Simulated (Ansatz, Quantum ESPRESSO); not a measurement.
# Re(0001), 4 layers: capacitance across a vacuum gap, part 5 of 6

Wanted: the capacitance of Re(0001), 4 layers by the effective screening medium.

Quantum ESPRESSO 7.5; plane-wave DFT, PBE, GBRV ultrasoft pseudopotentials; geometry by Ansatz 0.2.0 with PAW datasets.

So far. Step 10 (Self-consistent run: constant Fermi level -3.0 eV): Gauss's law asks for a slope of 180.95 q/A = -0.395 eV/Å in the gap; the run gives -0.395. Step 11 (SCF with pw.x: constant Fermi level -5.5 eV): Gauss's law asks for a slope of 180.95 q/A = 0.099 eV/Å in the gap; the run gives 0.099.

## 12. Self-consistent run: between two electrodes with a field of 0.002 Ry/bohr

bc2 puts electrodes at both ends of the cell; esm_efield times the cell length sets the bias between them, and the slab stays neutral.

File bc2.in:

```
&control
  prefix = 'bc2'
  outdir = './out'
  pseudo_dir = './pseudo'
  calculation = 'scf'
  tprnfor = .true.
/
&system
  ibrav = 0
  nat = 4
  ntyp = 1
  ecutwfc = 40
  ecutrho = 200
  occupations = 'smearing'
  smearing = 'mv'
  degauss = 0.02
  assume_isolated = 'esm'
  esm_bc = 'bc2'
  esm_efield = 0.002
/
&electrons
  conv_thr = 1e-07
  mixing_beta = 0.4
  electron_maxstep = 120
  mixing_mode = 'local-TF'
/
ATOMIC_SPECIES
  Re  186.2070  re_pbe_v1.2.uspp.F.UPF
CELL_PARAMETERS angstrom
  2.75999999997399 0.00000000000000 0.00000000000000
  1.37999999998699 2.39023011442253 0.00000000000000
  0.00000000000000 0.00000000000000 21.68610000000000
ATOMIC_POSITIONS crystal
  Re  0.666666666667 0.666666666667 -0.153605720870
  Re  0.000000000000 0.000000000000 -0.050834821570
  Re  0.666666666667 0.666666666667 0.056135636828
  Re  -0.000000000000 -0.000000000000 0.153605720870
K_POINTS automatic
  12 12 1 0 0 0
```

The run is started by

```bash
$ OMP_NUM_THREADS=1 mpirun -n 4 pw.x -nk 4 -in bc2.in > bc2.out
```

What it wrote:

```text
[banner, memory and clock lines left out]
Program PWSCF v.7.5 starts
[citation notice left out]

[...]
Message from routine setup:
[...]
bravais-lattice index     =            0
     lattice parameter (alat)  =       5.2156  a.u.
     unit-cell volume          =     965.4435 (a.u.)^3
     number of atoms/cell      =            4
     number of atomic types    =            1
     number of electrons       =        60.00
     number of Kohn-Sham states=           36
     kinetic-energy cutoff     =      40.0000  Ry
     charge density cutoff     =     200.0000  Ry
     scf convergence threshold =      1.0E-07
     mixing beta               =       0.4000
     number of iterations used =            8  local-TF  mixing
     Exchange-correlation= SLA  PW   PBE  PBE
                           (   1   4   3   4   0   0   0)

     Effective Screening Medium Method
     Boundary Conditions: Metal-Slab-Metal
     total charge in unit cell        =   0.0000
     field strength                   =   0.0020 Ry/a.u.
     grid points for fit at edges     =        4

[...]
PseudoPot. # 1 for Re read from file:
     ./pseudo/re_pbe_v1.2.uspp.F.UPF
     Pseudo is Ultrasoft + core correction, Zval = 15.0
     Generated by new atomic code, or converted to UPF format
     Using radial grid of  981 points,  8 beta functions with:
                l(1) =   0
                l(2) =   0
                l(3) =   1
                l(4) =   1
                l(5) =   2
                l(6) =   2
                l(7) =   3
                l(8) =   3
     Q(r) pseudized with  8 coefficients,  rinner =    1.150   1.150   1.150
                                                       1.150   1.150   1.150
                                                       1.150

     atomic species   valence    mass     pseudopotential
     Re               15.00   186.20700     Re( 1.00)

      6 Sym. Ops. (no inversion) found

[...]
number of k points=    19  Marzari-Vanderbilt smearing, width (Ry)=  0.0200
[...]
Dense  grid:    46103 G-vectors     FFT dimensions: (  24,  24, 192)

     Smooth grid:    33093 G-vectors     FFT dimensions: (  24,  24, 180)

     Initial potential from superposition of free atoms

     starting charge      57.9998, renormalised to      60.0000

     negative rho (up, down):  5.200E-01 0.000E+00
     Starting wfcs are   52 randomized atomic wfcs

     per-process dynamical memory:    54.5 Mb

     Self-consistent Calculation

     iteration #  1     ecut=    40.00 Ry     beta= 0.40
     Davidson diagonalization with overlap
     ethr =  1.00E-02,  avg # of iterations =  1.6

     negative rho (up, down):  5.209E-01 0.000E+00

     total energy              =    -762.41972811 Ry
     estimated scf accuracy    <       0.82164237 Ry

     iteration #  2     ecut=    40.00 Ry     beta= 0.40
[...]
negative rho (up, down):  5.232E-01 0.000E+00

[...]
total energy              =    -762.37405530 Ry
     estimated scf accuracy    <       0.42419258 Ry

     iteration #  3     ecut=    40.00 Ry     beta= 0.40
[...]
negative rho (up, down):  5.314E-01 0.000E+00

[...]
total energy              =    -762.38230247 Ry
     estimated scf accuracy    <       0.09753779 Ry

     iteration #  4     ecut=    40.00 Ry     beta= 0.40
[...]
negative rho (up, down):  5.322E-01 0.000E+00

[...]
total energy              =    -762.43988985 Ry
     estimated scf accuracy    <       0.02920390 Ry

     iteration #  5     ecut=    40.00 Ry     beta= 0.40
[...]
negative rho (up, down):  5.310E-01 0.000E+00

[...]
total energy              =    -762.45642821 Ry
     estimated scf accuracy    <       0.00427487 Ry

     iteration #  6     ecut=    40.00 Ry     beta= 0.40
[...]
c_bands:  3 eigenvalues not converged
[...]
negative rho (up, down):  5.306E-01 0.000E+00

[...]
total energy              =    -762.46171629 Ry
     estimated scf accuracy    <       0.00454770 Ry

[...]
iteration # 17     ecut=    40.00 Ry     beta= 0.40
[...]
negative rho (up, down):  5.281E-01 0.000E+00

[...]
total energy              =    -762.46284947 Ry
     estimated scf accuracy    <       0.00000038 Ry

     iteration # 18     ecut=    40.00 Ry     beta= 0.40
[...]
c_bands:  1 eigenvalues not converged
     c_bands:  4 eigenvalues not converged
     c_bands:  1 eigenvalues not converged
[...]
negative rho (up, down):  5.279E-01 0.000E+00

[...]
total energy              =    -762.46283127 Ry
     estimated scf accuracy    <       0.00000034 Ry

     iteration # 19     ecut=    40.00 Ry     beta= 0.40
[...]
negative rho (up, down):  5.280E-01 0.000E+00

[...]
total energy              =    -762.46280337 Ry
     estimated scf accuracy    <       0.00000014 Ry

     iteration # 20     ecut=    40.00 Ry     beta= 0.40
[...]
negative rho (up, down):  5.280E-01 0.000E+00

[...]
End of self-consistent calculation

          k = 0.0000 0.0000 0.0000 (  4091 PWs)   bands (ev):

   -84.3907 -84.2993 -84.2787 -84.1455 -46.7093 -46.4563 -45.9754 -45.7613
   -45.7613 -45.6673 -45.6673 -45.6571 -45.5992 -45.5992 -45.4793 -45.4793
   -13.7339 -12.4192 -11.1390 -10.9665  -6.6970  -6.4371  -6.1201  -6.1201
    -6.0037  -6.0037  -5.9621  -5.5785  -5.5785  -5.3590  -5.3590  -4.7597
    -3.8221  -3.5716  -3.5704  -2.5631

          k = 0.0000 0.0962 0.0000 (  4119 PWs)   bands (ev):

   -84.3850 -84.2946 -84.2733 -84.1416 -46.6882 -46.4477 -45.9933 -45.8165
   -45.7784 -45.7393 -45.6839 -45.6737 -45.6315 -45.6120 -45.5316 -45.4911
   -13.4545 -12.1447 -10.8474 -10.6861  -6.9969  -6.5997  -6.4156  -6.2633
    -5.8972  -5.7879  -5.7822  -5.6546  -5.5752  -5.3695  -5.1452  -4.7872
    -4.4404  -3.6961  -3.6594  -2.6540

[...]
the Fermi energy is    -4.5231 ev

!    total energy              =    -762.46280390 Ry
     estimated scf accuracy    <       0.00000002 Ry
     smearing contrib. (-TS)   =       0.00321109 Ry
     internal energy E=F+TS    =    -762.46601499 Ry

     The total energy is F=E-TS. E is the sum of the following terms:
     one-electron contribution =  -28825.77704209 Ry
     hartree contribution      =   14390.74195630 Ry
     xc contribution           =    -210.09281907 Ry
     ewald contribution        =   13882.66188988 Ry

     convergence has been achieved in  20 iterations

     negative rho (up, down):  5.280E-01 0.000E+00

     Forces acting on atoms (cartesian axes, Ry/au):

     atom    1 type  1   force =     0.00000000    0.00000000    0.04682963
     atom    2 type  1   force =     0.00000000    0.00000000   -0.04497693
     atom    3 type  1   force =     0.00000000    0.00000000   -0.00153890
     atom    4 type  1   force =     0.00000000    0.00000000   -0.00026157

     Total force =     0.064949     Total SCF correction =     0.001017

[...]
```

Run time: 50 s. Hardware: 4 MPI ranks of Arm Neoverse V2, shared host; peak memory 0.39 GiB; 3.3 min of CPU time.

Numbers from this step:

| Quantity | Value |
| --- | --- |
| Fermi energy | -4.523 eV |
| slope of the potential below | -0.08519 eV/Å |
| vacuum line at the lower end of the cell, over the Fermi level | 5.639 eV |
| slope of the potential above | -0.08453 eV/Å |
| vacuum line at the upper end of the cell, over the Fermi level | 4.523 eV |

The potential energy, planar mean oscillates, so the rows of the table below give means over windows of 1 Å about each position, cut where the curve ends. Its maxima inside the range that stand out by 2 % of the span (Å: eV): -2.3: -2.02, 0.1: -1.42, 2.3: -3.21. Its minima: -3.2: -14.3, -1.2: -14.6, 1.4: -14.5, 3.2: -14.3.

Electrostatic potential energy of an electron; zero at the Fermi level. Table of potential energy, planar mean by z; means over each step:

| z (Å) | potential energy, planar mean (eV) |
| --- | --- |
| -10 | 5.57 |
| -9 | 5.48 |
| -8 | 5.40 |
| -7 | 5.30 |
| -6 | 5.11 |
| -5 | 3.66 |
| -4 | -7.71 |
| -3 | -12.2 |
| -2 | -6.00 |
| -1 | -13.9 |
| 0 | -4.17 |
| 1 | -13.2 |
| 2 | -7.75 |
| 3 | -12.3 |
| 4 | -7.68 |
| 5 | 3.52 |
| 6 | 4.81 |
| 7 | 4.84 |
| 8 | 4.76 |
| 9 | 4.68 |
| 10 | 4.59 |

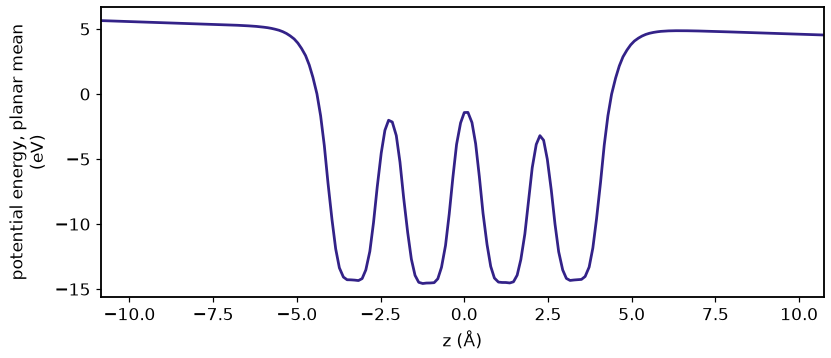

Potential energy, planar mean against z.

The set field of 0.051 V/Å over 21.7 Å is a bias of 1.12 V; the two ends of the cell differ by 1.12 eV. The slope in the vacuum is 0.085 eV/Å in size, more than the set field, because the slab carries little of the drop.

## 13. Self-consistent run, with ecutwfc = 26 and ecutrho = 130

How much does a setting matter? One run is repeated with a change.

File q3.w0.in:

```
&control
  prefix = 'q3.w0'
  outdir = './out'
  pseudo_dir = './pseudo'
  calculation = 'scf'
  tprnfor = .true.
/
&system
  ibrav = 0
  nat = 4
  ntyp = 1
  ecutwfc = 26
  ecutrho = 130
  occupations = 'smearing'
  smearing = 'mv'
  degauss = 0.02
  assume_isolated = 'esm'
  esm_bc = 'bc3'
  tot_charge = 0.0099
/
&electrons
  conv_thr = 1e-08
  mixing_beta = 0.4
  electron_maxstep = 120
  mixing_mode = 'local-TF'
/
ATOMIC_SPECIES
  Re  186.2070  re_pbe_v1.2.uspp.F.UPF
CELL_PARAMETERS angstrom
  2.75999999997399 0.00000000000000 0.00000000000000
  1.37999999998699 2.39023011442253 0.00000000000000
  0.00000000000000 0.00000000000000 21.68610000000000
ATOMIC_POSITIONS crystal
  Re  0.666666666667 0.666666666667 -0.130549477470
  Re  0.000000000000 0.000000000000 -0.027778578170
  Re  0.666666666667 0.666666666667 0.079191880229
  Re  -0.000000000000 -0.000000000000 0.176661964270
K_POINTS automatic
  12 12 1 0 0 0
```

The run is started by

```bash
$ OMP_NUM_THREADS=1 mpirun -n 4 pw.x -nk 4 -in q3.w0.in > q3.w0.out
```

What it wrote:

```text
[banner, memory and clock lines left out]
Program PWSCF v.7.5 starts
[citation notice left out]

[...]
Message from routine setup:
[...]
bravais-lattice index     =            0
     lattice parameter (alat)  =       5.2156  a.u.
     unit-cell volume          =     965.4435 (a.u.)^3
     number of atoms/cell      =            4
     number of atomic types    =            1
     number of electrons       =        59.99
     number of Kohn-Sham states=           36
     kinetic-energy cutoff     =      26.0000  Ry
     charge density cutoff     =     130.0000  Ry
     scf convergence threshold =      1.0E-08
     mixing beta               =       0.4000
     number of iterations used =            8  local-TF  mixing
     Exchange-correlation= SLA  PW   PBE  PBE
                           (   1   4   3   4   0   0   0)

     Effective Screening Medium Method
     Boundary Conditions: Vacuum-Slab-Metal
     total charge in unit cell        =   0.0099
     grid points for fit at edges     =        4

[...]
PseudoPot. # 1 for Re read from file:
     ./pseudo/re_pbe_v1.2.uspp.F.UPF
     Pseudo is Ultrasoft + core correction, Zval = 15.0
     Generated by new atomic code, or converted to UPF format
     Using radial grid of  981 points,  8 beta functions with:
                l(1) =   0
                l(2) =   0
                l(3) =   1
                l(4) =   1
                l(5) =   2
                l(6) =   2
                l(7) =   3
                l(8) =   3
     Q(r) pseudized with  8 coefficients,  rinner =    1.150   1.150   1.150
                                                       1.150   1.150   1.150
                                                       1.150

     atomic species   valence    mass     pseudopotential
     Re               15.00   186.20700     Re( 1.00)

      6 Sym. Ops. (no inversion) found

[...]
number of k points=    19  Marzari-Vanderbilt smearing, width (Ry)=  0.0200
[...]
Dense  grid:    24197 G-vectors     FFT dimensions: (  20,  20, 150)

     Smooth grid:    17383 G-vectors     FFT dimensions: (  18,  18, 135)

     Initial potential from superposition of free atoms

     starting charge      57.9998, renormalised to      59.9901

     negative rho (up, down):  5.326E-01 0.000E+00
     Starting wfcs are   52 randomized atomic wfcs

     per-process dynamical memory:    29.8 Mb

     Self-consistent Calculation

     iteration #  1     ecut=    26.00 Ry     beta= 0.40
     Davidson diagonalization with overlap
     ethr =  1.00E-02,  avg # of iterations =  1.9

     negative rho (up, down):  5.238E-01 0.000E+00

     total energy              =    -762.42250336 Ry
     estimated scf accuracy    <       1.31232793 Ry

     iteration #  2     ecut=    26.00 Ry     beta= 0.40
[...]
negative rho (up, down):  5.161E-01 0.000E+00

[...]
total energy              =    -762.38938531 Ry
     estimated scf accuracy    <       0.45076050 Ry

     iteration #  3     ecut=    26.00 Ry     beta= 0.40
[...]
negative rho (up, down):  5.192E-01 0.000E+00

[...]
total energy              =    -762.34799214 Ry
     estimated scf accuracy    <       0.12484330 Ry

     iteration #  4     ecut=    26.00 Ry     beta= 0.40
[...]
negative rho (up, down):  5.199E-01 0.000E+00

[...]
total energy              =    -762.42820205 Ry
     estimated scf accuracy    <       0.03248466 Ry

     iteration #  5     ecut=    26.00 Ry     beta= 0.40
[...]
negative rho (up, down):  5.204E-01 0.000E+00

[...]
total energy              =    -762.43440809 Ry
     estimated scf accuracy    <       0.01817519 Ry

     iteration #  6     ecut=    26.00 Ry     beta= 0.40
[...]
negative rho (up, down):  5.200E-01 0.000E+00

[...]
total energy              =    -762.43587468 Ry
     estimated scf accuracy    <       0.00576837 Ry

[...]
iteration # 23     ecut=    26.00 Ry     beta= 0.40
[...]
negative rho (up, down):  5.199E-01 0.000E+00

[...]
total energy              =    -762.43288746 Ry
     estimated scf accuracy    <       0.00000005 Ry

     iteration # 24     ecut=    26.00 Ry     beta= 0.40
[...]
negative rho (up, down):  5.199E-01 0.000E+00

[...]
total energy              =    -762.43290505 Ry
     estimated scf accuracy    <       0.00000015 Ry

     iteration # 25     ecut=    26.00 Ry     beta= 0.40
[...]
negative rho (up, down):  5.199E-01 0.000E+00

[...]
total energy              =    -762.43291215 Ry
     estimated scf accuracy    <       0.00000005 Ry

     iteration # 26     ecut=    26.00 Ry     beta= 0.40
[...]
negative rho (up, down):  5.199E-01 0.000E+00

[...]
End of self-consistent calculation

          k = 0.0000 0.0000 0.0000 (  2185 PWs)   bands (ev):

   -86.2953 -86.2046 -86.1840 -86.0500 -48.6040 -48.3512 -47.8708 -47.6566
   -47.6566 -47.5633 -47.5633 -47.5533 -47.4947 -47.4947 -47.3736 -47.3736
   -15.6097 -14.2940 -13.0134 -12.8411  -8.5647  -8.3106  -7.9912  -7.9912
    -7.8742  -7.8742  -7.8167  -7.4474  -7.4474  -7.2298  -7.2298  -6.6206
    -5.6678  -5.4425  -5.4425  -4.4366

          k = 0.0000 0.0962 0.0000 (  2169 PWs)   bands (ev):

   -86.2895 -86.2000 -86.1787 -86.0461 -48.5831 -48.3433 -47.8891 -47.7115
   -47.6740 -47.6346 -47.5802 -47.5698 -47.5264 -47.5072 -47.4257 -47.3852
   -15.3303 -14.0198 -12.7222 -12.5607  -8.8671  -8.4719  -8.2859  -8.1348
    -7.7687  -7.6594  -7.6483  -7.5189  -7.4444  -7.2404  -7.0114  -6.6547
    -6.2895  -5.5641  -5.5225  -4.5266

[...]
the Fermi energy is    -6.3955 ev

!    total energy              =    -762.43291313 Ry
     estimated scf accuracy    <          3.2E-09 Ry
     smearing contrib. (-TS)   =       0.00317554 Ry
     internal energy E=F+TS    =    -762.43608867 Ry

     The total energy is F=E-TS. E is the sum of the following terms:
     one-electron contribution =  -64332.57895153 Ry
     hartree contribution      =   32139.98257248 Ry
     xc contribution           =    -210.10400825 Ry
     ewald contribution        =   31640.26429863 Ry

     convergence has been achieved in  26 iterations

     negative rho (up, down):  5.199E-01 0.000E+00

     Forces acting on atoms (cartesian axes, Ry/au):

     atom    1 type  1   force =     0.00000000    0.00000000    0.04593250
     atom    2 type  1   force =     0.00000000    0.00000000   -0.04452060
     atom    3 type  1   force =     0.00000000    0.00000000   -0.00091936
     atom    4 type  1   force =     0.00000000    0.00000000   -0.00062397

     Total force =     0.063977     Total SCF correction =     0.000511

[...]
```

Wall time 28 s (4 MPI ranks); peak memory 0.42 GiB; 1.9 min of CPU time.

The changed values were drawn from a wide range, not chosen for quality; the comparison shows what they did here together.

Beside the run it was changed from:

| quantity | this run | unchanged run | difference |
| --- | --- | --- | --- |
| vacuum line at the upper end of the cell, over the Fermi level (eV) | 6.396 | 6.390 | 0.0062 |
| vacuum line at the lower end of the cell, over the Fermi level (eV) | 5.175 | 5.165 | 0.0099 |
| wall time (s) | 28 | 51 |  |
| SCF iterations | 26 | 21 |  |

This run starts from superposed atoms, the unchanged one from a saved density, so their iteration counts don't compare.

Levels move by up to 10 meV, which is small.

(Continued in part 6 of 6.)

[Logs are printed without paths, hosts, clocks, repeated set-up lines and the standing remarks that a program may print on its own settings, such as how far it seeks lower states.]

[Hosts, paths, dates, database ids (printed as entryN), source tags and the programs' standing remarks are cut or masked in the printed files.]

[Maps of the electrostatic potential energy from Ansatz leave out the sawtooth potential of an applied field or a dipole correction, so their vacuum need not be flat; planar profiles and work functions include it.]
